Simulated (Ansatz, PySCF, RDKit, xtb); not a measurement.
**CHGeN: from the formula to a structure**

Only the formula CHGeN is given. Aim: find the structure of lowest free energy at 298.15 K, then its properties.

Plan: many cheap relaxations first (GFN2-xTB), then density-functional screening, relaxation at r2SCAN-D4/def2-SVP, vibrations and a final energy. The numbers are computed, not measured.

7 further runs of the same task are left out: 7 set aside as unsound or not needed.

## (1) Candidates

All bonding patterns within simple valence rules are listed by program: one Lewis structure each, at most two rings and one unusual centre or charged pair. O–O, O–halogen and N–halogen bonds and N–N–N chains are not drawn. That gives 7 candidates.

| label | SMILES | spin |
| --- | --- | --- |
| c043 | N=[C]=[Ge] | singlet |
| c210 | [CH]1=[Ge]=[N]1 | singlet |
| c310 | N#[C][GeH] | triplet |
| c528 | [C+]#[Ge-]=[NH] | singlet |
| c779 | N#[C][GeH] | singlet |
| c822 | [CH+]=[Ge-]#[N] | singlet |
| c896 | N=[C]=[Ge] | triplet |

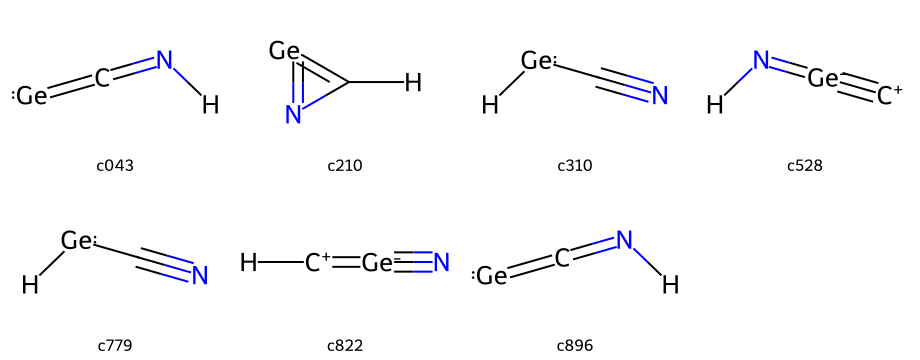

Structural formulas of the candidates.

Candidates are built by distance geometry, with a force field where one applies, in up to four conformers (letters a to d). 10 starts with atoms placed at random are added, to find patterns that the rules miss.

**Question.** With final energies at CCSD(T)/def2-TZVPP, which structure will this search put lowest in free energy, and by what margin?

| quantity | value |
| --- | --- |
| lowest structure found | N#[C][GeH], singlet, Cs |
| next finalist | [C][N][GeH] ‡, singlet, 5.8 kcal/mol higher in G |
| share at equilibrium, among the finalists | 100.0 % |
| harmonic wavenumbers, lowest and highest (r2SCAN-D4/def2-SVP) | 190 and 2234 cm⁻¹ |
| rotational constants, same geometry | 6.579, 0.1224, 0.1201 cm⁻¹ |
| dipole moment (PBE0/def2-TZVPD) | 3.70 D |
| HOMO energy (PBE0/def2-TZVPD) | -7.88 eV |
| LUMO energy (PBE0/def2-TZVPD) | -3.92 eV |
| HOMO–LUMO gap (PBE0/def2-TZVPD) | 3.96 eV |
| lowest excitation (TD-B3LYP/def2-SVPD) | 2.55 eV (f = 0.010) |
| strongest of the states computed, same level | 6.85 eV (f = 0.288) |
| lowest triplet excitation, same level, Tamm-Dancoff | 1.63 eV |
| vertical ionisation energy | 10.17 eV |
| vertical electron affinity | 1.95 eV |
| vertical triplet less singlet | +1.59 eV |

The search ends on `N#[C][GeH]`. Among the finalists first place is clear (5.8 kcal/mol); structures outside the list aren't covered. HF/STO-3G, r2SCAN-D4/def2-SVP, r2SCAN-D4/def2-SVP, relaxed and MP2/def2-TZVPP already put its bonding pattern lowest among the structures in one piece; GFN2-xTB favours the singlet [CH]1[N][Ge]1 ‡; HF/def2-TZVPP favours the singlet [C][N][GeH] ‡. Lowest found is not proven lowest: the search is finite, and each finalist counts with one conformer.

‡ marks the bonded skeleton alone, with all bonds drawn single: no Lewis structure was assigned that passes a check against the bond lengths.
